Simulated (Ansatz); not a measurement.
# One shape, several levels: CH5Al (SMILES [CH3][AlH2])

We compute a comparison of 6 runs (UHF/STO-3G, HSE06/STO-3G, r2SCAN/STO-3G, revPBE/STO-3G, RPA@PBE/STO-3G, CCSDTQ/STO-3G) of CH5Al. 

The calculation is run with Ansatz 0.2.0.

43 further runs of the same task are left out: 1 that didn't finish, 42 set aside as unsound or not needed.

**1. The molecule**

The species is CH5Al (7 atoms), meant as a singlet with charge 0. SMILES: `[CH3][AlH2]`. The H4–C1 distance was set to 2.743 Å, away from the relaxed value. At this shape a bond of the SMILES string is far longer than usual.

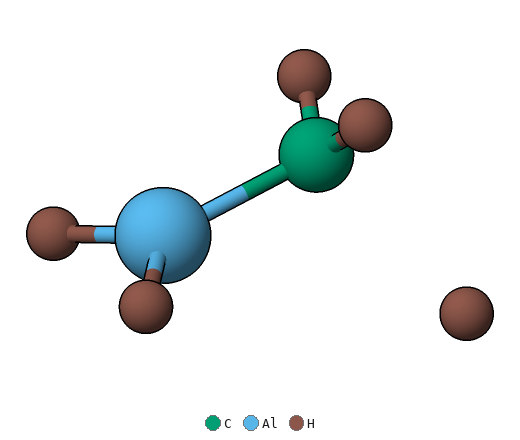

The structure, seen from a chosen angle (carbon teal, aluminium blue, hydrogen brown).

**2. The energy at UHF/STO-3G (run 1)**

input.yaml reads:

```yaml
crystal:
  periodic: [false, false, false]
  atoms:
    - {symbol: C, position_ang: [0.580368, -1.279410, 0.788570]}
    - {symbol: Al, position_ang: [1.591768, 0.194490, 1.568770]}
    - {symbol: H, position_ang: [-0.034232, -1.803410, 1.524870]}
    - {symbol: H, position_ang: [-1.134400, -0.306400, -1.118200]}
    - {symbol: H, position_ang: [1.222268, -2.009310, 0.288470]}
    - {symbol: H, position_ang: [1.044868, 0.965490, 2.847470]}
    - {symbol: H, position_ang: [2.963668, 0.667790, 0.918670]}
basis:
  gaussian: {orbitals: STO-3G}
magnetization: {spin_polarized: true}
hamiltonian: {xc: hf}
accuracy: high
```

On the command line:

```sh
$ ansatz run input.yaml --threads 1 --pin off --max-ram 2610MiB --events-out events.jsonl --progress --plain --runs-dir runs
```

The log of the run:

```text
Warning: RAYON_NUM_THREADS=1 ignored (pool sized by the plan → 1); use --threads N
Functional definition: HF
  name "HF"
  exchange = exact_x
  correlation = 0
333 factors; integrals over basis functions are off by at most 2.5e-8 eV
mean field evaluation 1: about -7586.2311 eV, gradient 1.6e1 eV
mean field evaluation 2: about -7586.2415 eV, gradient 1.6e1 eV
mean field evaluation 4: about -7590.4319 eV, gradient 2.1e0 eV
mean field evaluation 8: about -7590.4990 eV, gradient 4.9e-4 eV
mean field evaluation 16: about -7590.4949 eV, gradient 7.6e-4 eV
mean field evaluation 32: about -7595.6769 eV, gradient 2.4e-5 eV
mean field evaluation 64: about -7586.2286 eV, gradient 1.6e1 eV
mean field -7595.66601051 eV, -279.1355773591 hartree, gradient 1.9e-8 eV, S^2 0.995547; 3 other end points of the search recorded, 0 dependent functions left out
reference -7595.66601051 eV, -279.1355773591 hartree; 12, 12 occupied and 7, 7 virtual orbitals, 333 factors
Total energy: -7595.66601051 eV, -279.1355773591 hartree
```

Run time: 0.2 s. Hardware: 1 thread of Arm Neoverse V1, shared host.

**3. The energy at HSE06/STO-3G (run 2)**

job.yaml reads:

```yaml
crystal:
  periodic: [false, false, false]
  atoms:
    - {symbol: C, position_ang: [0.580368, -1.279410, 0.788570]}
    - {symbol: Al, position_ang: [1.591768, 0.194490, 1.568770]}
    - {symbol: H, position_ang: [-0.034232, -1.803410, 1.524870]}
    - {symbol: H, position_ang: [-1.134400, -0.306400, -1.118200]}
    - {symbol: H, position_ang: [1.222268, -2.009310, 0.288470]}
    - {symbol: H, position_ang: [1.044868, 0.965490, 2.847470]}
    - {symbol: H, position_ang: [2.963668, 0.667790, 0.918670]}
basis:
  gaussian:
    orbitals: STO-3G
hamiltonian:
  xc: {name: HSE06}
accuracy: high
```

On the command line:

```sh
$ ansatz run job.yaml --threads 1 --pin off --max-ram 2610MiB --events-out events.jsonl --progress --plain --runs-dir runs
```

The log of the run:

```text
Warning: RAYON_NUM_THREADS=1 ignored (pool sized by the plan → 1); use --threads N
Functional definition: HSE06
  name "HSE06"
  parameter a = 0.25
  parameter omega = 0.11/bohr
  exchange = pbe_x - a*pbe_x_sr(omega) + a*exact_x_sr(omega)
  correlation = pbe_c
333 factors; integrals over basis functions are off by at most 2.5e-8 eV
68 factors; integrals over basis functions are off by at most 6.2e-10 eV
mean field evaluation 1: about -7607.3013 eV, gradient 2.3e1 eV
mean field evaluation 2: about -7597.1410 eV, gradient 3.4e1 eV
mean field evaluation 4: about -7609.3808 eV, gradient 1.4e1 eV
mean field evaluation 8: about -7609.3205 eV, gradient 1.4e1 eV
mean field -7610.08535886 eV, -279.6654786370 hartree, gradient 3.0e-8 eV, S^2 0.000000; 0 other end points of the search recorded, 0 dependent functions left out
reference -7610.08536112 eV, -279.6654787201 hartree; 12, 12 occupied and 7, 7 virtual orbitals, 333 factors
Total energy: -7610.08536112 eV, -279.6654787201 hartree
```

Run time: 1.6 s. Hardware: 1 thread of Arm Neoverse V1, shared host; peak memory 0.099 GiB.

Runs 3 to 5 aren't shown in full; the table further down has their settings and results.

**4. The energy at CCSDTQ/STO-3G (run 6)**

molecule.yaml reads:

```yaml
crystal:
  periodic: [false, false, false]
  atoms:
    - {symbol: C, position_ang: [0.580368, -1.279410, 0.788570]}
    - {symbol: Al, position_ang: [1.591768, 0.194490, 1.568770]}
    - {symbol: H, position_ang: [-0.034232, -1.803410, 1.524870]}
    - {symbol: H, position_ang: [-1.134400, -0.306400, -1.118200]}
    - {symbol: H, position_ang: [1.222268, -2.009310, 0.288470]}
    - {symbol: H, position_ang: [1.044868, 0.965490, 2.847470]}
    - {symbol: H, position_ang: [2.963668, 0.667790, 0.918670]}
basis:
  gaussian: {orbitals: STO-3G}
correlation: {method: ccsdtq, frozen_orbitals: {Al: 5, C: 1, H: 0}}
accuracy: high
scf: {omitted_lower_state_checks: [cluster_reference, increment]}
```

On the command line:

```sh
$ ansatz run molecule.yaml --threads 1 --pin off --max-ram 2610MiB --events-out events.jsonl --progress --plain --runs-dir runs
```

The log of the run:

```text
Warning: RAYON_NUM_THREADS=1 ignored (pool sized by the plan → 1); use --threads N
[... 11 lines left out ...]
6 core orbitals not correlated: weight in the atoms' cores, before any rotation towards them, 0.999 or more for the frozen orbitals, at most 0.000 for the correlated occupied ones
[... 33 lines left out ...]
WARN: these amplitudes may be one of several solutions (largest doubles amplitude 0.75, level shift 11.71 eV)
Total energy: -7598.47184065 eV, -279.2386897148 hartree
Checks for a lower state left out: cluster_reference, increment
```

Wall time 4.8 s (1 thread of Arm Neoverse V1, shared host); peak memory 0.1 GiB.

**5. All runs side by side**

```
run           level  frozen core orbitals  energy (Eh)  wall time
  1      UHF/STO-3G                     –  -279.135577      0.2 s
  2    HSE06/STO-3G                     –  -279.665479      1.6 s
  3   r2SCAN/STO-3G                     –  -279.800404      3.6 s
  4   revPBE/STO-3G                     –  -279.811090      1.4 s
  5  RPA@PBE/STO-3G                     6  -279.258844      2.9 s
  6   CCSDTQ/STO-3G                     6  -279.238690      4.8 s
```

**6. Summary of results**

```
                                          quantity          value
                               run 6: total energy  -279.23869 Eh
run 6: correlation energy (6 core orbitals frozen)     -293.1 mEh
                              run 6: T1 diagnostic          0.035
```

What this shows: Totals of different functionals can't be ranked against each other. In runs 5, 6 the log says that unrestricted orbitals would lower the reference, so the values rest on an unstable closed-shell determinant (other closed-shell runs at this shape may share the fault). In runs 1, 2, 3, 4, 5, 6 the basis is minimal, so the values are rough. Spin contamination of the reference: run 1 ⟨S²⟩ = 1.00. Where it is this large, the reference is a mixture of spin states, and values that rest on it are in doubt. All runs together took 14 s, the longest 4.8 s.
